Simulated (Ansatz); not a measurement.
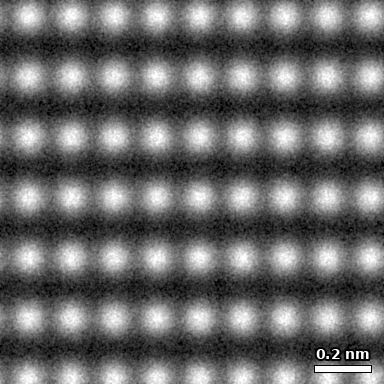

iDPC-like image of Mo (Im-3m, No. 229). Simulated as the projected potential of neutral atoms (B = 0.8 Å²) blurred by a 0.63 Å probe, the thin-sample limit of integrated differential phase contrast. The display is stretched by a gamma of 0.65; percentages refer to the linear signal. Shot noise was added. Structure: the geometry given to an electronic-structure calculation, possibly off equilibrium.

```yaml
crystal:
  lattice:
    - [3.11312, 0.00000, 0.00000]
    - [0.00000, 3.11312, 0.00000]
    - [0.00000, 0.00000, 3.11312]
  atoms:
    - { symbol: Mo, position: [0.00000, 0.00000, 0.00000] }
    - { symbol: Mo, position: [0.50000, 0.50000, 0.50000] }
```

Q: Which beam direction gives this image, [001], [211], [110] or [210]? (Directions equivalent by symmetry count as one.)

A: [110]. The projected cells are 2.20 × 2.20 Å, 90° for [001]; 0.90 × 2.20 Å, 90° for [211]; 1.56 × 2.20 Å, 90° for [110]; 1.39 × 1.71 Å, 114° for [210], and the image repeats as the [110] one does.
